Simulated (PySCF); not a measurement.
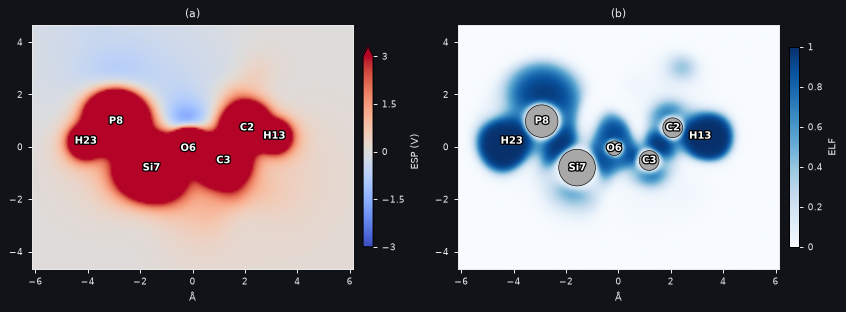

*C₅H₁₅OPSi (SMILES CCC(C)(C)O[SiH2]P). (a) electrostatic potential; (b) electron localisation function on the plane of atoms C3, C2 and H13. Grey discs cover the atomic cores in the ELF map.*

Geometry: GFN2-xTB.

The calculation used PySCF 2.14.0, PBE0/pcSseg-1, SCF density, gas phase, non-relativistic.

```xyz
23

C    -1.8999    0.5529    1.6917
C    -1.4639    1.0735    0.3269
C    -0.4856    0.1333   -0.4023
C    -1.0894   -1.2522   -0.6250
C    -0.0893    0.7481   -1.7453
O     0.6544    0.0293    0.4231
Si    2.0428   -0.7635    0.2848
P     2.9410   -0.3019    2.2743
H    -2.4428    1.3272    2.2284
H    -1.0279    0.2743    2.2779
H    -2.5494   -0.3132    1.5934
H    -0.9574    2.0318    0.4600
H    -2.3361    1.2373   -0.3083
H    -2.0566   -1.1685   -1.1130
H    -0.4260   -1.8446   -1.2504
H    -1.2106   -1.7625    0.3257
H    -0.9682    0.9026   -2.3648
H     0.5993    0.0872   -2.2655
H     0.4030    1.7038   -1.5841
H     2.8456   -0.3134   -0.8631
H     1.8884   -2.2183    0.1486
H     3.5325    0.8867    1.8895
H     4.0916   -1.0230    2.0205
```

Q: What do the fields say about this system?

A: Atoms in the plane: C, O, Si, P and H. C–O (1.41 Å): the ELF peaks at about 0.90 between the atoms: a shared but strongly polarised pair. C–C (1.54 Å): the ELF peaks at about 0.95 between the atoms (a shared electron pair). Si–O (1.60 Å): the ELF peaks at about 0.85 between the atoms; a polar covalent bond. Si–P (2.23 Å): the ELF peaks at about 0.95 between the atoms; a shared electron pair. C–H (1.09 Å): the ELF climbs to about 1 towards the hydrogen, as it does in any bond to H; an ordinary covalent bond to hydrogen. The ELF also peaks beside O6 and P8, away from the bonds: lone-pair regions. Outside the dense part of the molecule the potential is most negative (−1.5 V) near O6.
